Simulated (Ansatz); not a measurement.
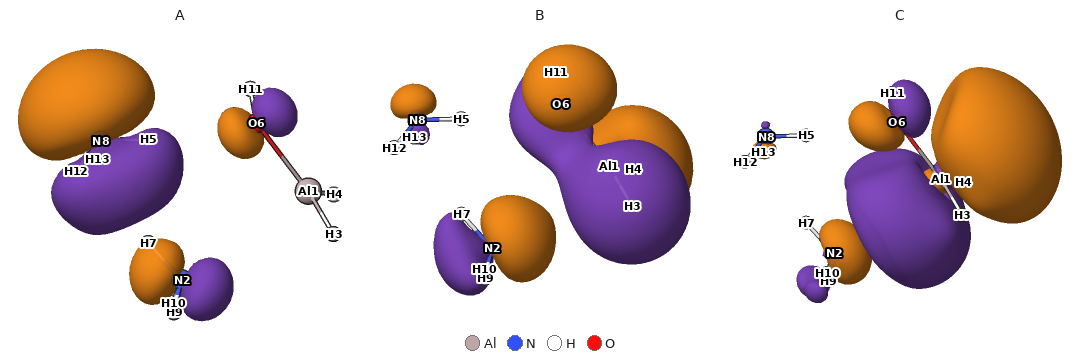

Figure 1: AlH3O···NH3···NH3. Three frontier orbitals at ±0.06 Å⁻³ᐟ² (orange and purple are the two phases), in no order.

Not at a stationary point (largest force 1.8 eV/Å).

All numbers below come from Ansatz 0.2.0, RKS PBE0-D4/def2-SVP.

Input

```
crystal:
  periodic: [false, false, false]
  atoms:
    - { symbol: Al, position_ang: [-1.5638, -0.5009, -0.8319] }
    - { symbol: "N", position_ang: [0.5417, -1.2363, -0.653] }
    - { symbol: H, position_ang: [-1.9138, -0.0567, -2.2652] }
    - { symbol: H, position_ang: [-2.5598, -1.3633, -0.0287] }
    - { symbol: H, position_ang: [0.156, 1.1362, 0.7517] }
    - { symbol: O, position_ang: [-1.0449, 1.2667, 0.3283] }
    - { symbol: H, position_ang: [1.1068, -0.3497, 0.1825] }
    - { symbol: "N", position_ang: [1.3942, 0.6878, 0.9804] }
    - { symbol: H, position_ang: [1.0711, -1.1944, -1.517] }
    - { symbol: H, position_ang: [0.673, -2.1578, -0.2524] }
    - { symbol: H, position_ang: [-1.5134, 1.9973, 0.7194] }
    - { symbol: H, position_ang: [2.1062, 1.3119, 0.6368] }
    - { symbol: H, position_ang: [1.5467, 0.4592, 1.9491] }
basis:
  gaussian: { orbitals: def2-SVP }
hamiltonian:
  xc: pbe0
  dispersion: d4
relax:
  f_tol: 0.15
  max_steps: 25
  restrain:
    - { distance: [0, 5], at: 1.87, k: 30.0 }
    - { distance: [4, 7], at: 1.02, k: 30.0 }
    - { distance: [6, 1], at: 1.02, k: 30.0 }
    - { distance: [0, 1], at: 3.22, k: 30.0 }
    - { distance: [4, 5], at: 2.27, k: 30.0 }
    - { distance: [6, 7], at: 2.32, k: 30.0 }
output:
  orbitals: {}
```

Launched as:

```sh
ansatz run input.yaml --threads 2 --pin off --max-ram 3072MiB --backend cpu --events-out ev --progress --plain --runs-dir out
```

The fields are those of the run's last geometry, not of the input's.

> Order the three orbitals by energy and name them.

B is the HOMO−1 (−8.00 eV). It lies mainly on O6 (about 25 %), Al1 (about 25 %), H4 (about 20 %), H3 (about 20 %) and N2 (about 10 %). A is the HOMO (−7.26 eV). It lies mainly on N8 (about 75 %); largely a lone pair of N8. C is the LUMO (−0.26 eV). Its weight (Hirshfeld) is mainly on Al1 (about 70 %), O6 (about 5 %) and N2 (about 5 %).

> What is the HOMO–LUMO gap?

7.00 eV between the orbital energies.
